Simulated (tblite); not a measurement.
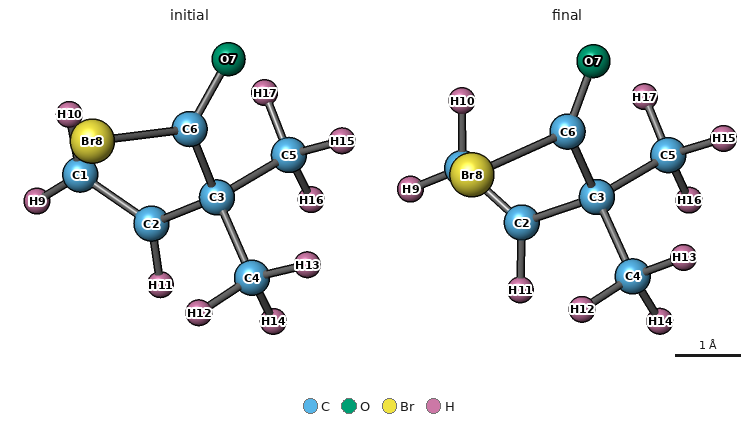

The structure of C₆H₉BrO before (left) and after (right) a relaxation, at one scale.

Style: ball-and-stick. Shown at a tilt.

Level of theory: tblite 0.8.0, GFN2-xTB geometry optimisation, gas phase. 

Question: Describe what moved and what it gained.

Answer: The largest move after the best rigid fit is that of Br8, 0.52 Å. By element the largest moves are Br 0.52 Å, H 0.47 Å, O 0.28 Å, C 0.15 Å. Among the contacts that change: C6–Br8 1.914 → 1.977 Å, C6–O7 1.237 → 1.179 Å, C1–C2 1.360 → 1.320 Å, C2–C3 1.478 → 1.511 Å. Among the angles between lasting bonds that change: C3–C6–Br8 123.0° → 112.7°, C3–C6–O7 120.8° → 129.6°, H9–C1–H10 124.3° → 116.1°. After 85 geometry steps the energy has fallen by 13.8 kcal/mol.
